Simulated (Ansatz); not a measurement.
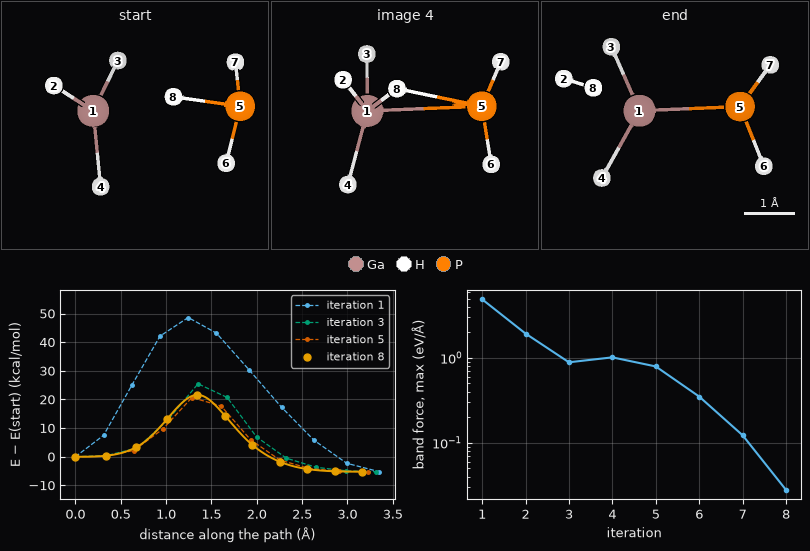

NEB run on GaPH$_{6}$, made up at the start of GaH3 and PH₃. Images are numbered from 0 (start) to 10 (end). The plot follows the band through its iterations. Style: ball-and-stick. Shown at a tilt.

All numbers below come from RKS PBE0/def2-SVP in Ansatz. Set-up: 9 movable images; climbing image; force threshold 0.05 eV/Å; iteration limit 10; starting path through a guess of the saddle point.

How did the profile develop, and is the result final?

The run is converged, with reservations. The band converged in 8 iterations. The largest component of the band force went from 4.9 to 0.028 eV/Å. The climbing image converged on the top of the path. Its curvatures weren't checked. The iteration limit was low. The first iteration put the highest image at 48.6 kcal/mol. Forward barrier 21.6 kcal/mol, backward barrier 26.8 kcal/mol, with image 4 at the top; the reaction energy is −5.2 kcal/mol.

Limits of the set-up: the start holds two separate molecules, 2.5 Å apart at their closest, whose relative position is a soft coordinate and is computed without a dispersion correction.

The run took 3.7 min on 1 thread of Arm Neoverse V1 (shared host), peak memory 0.16 GiB.
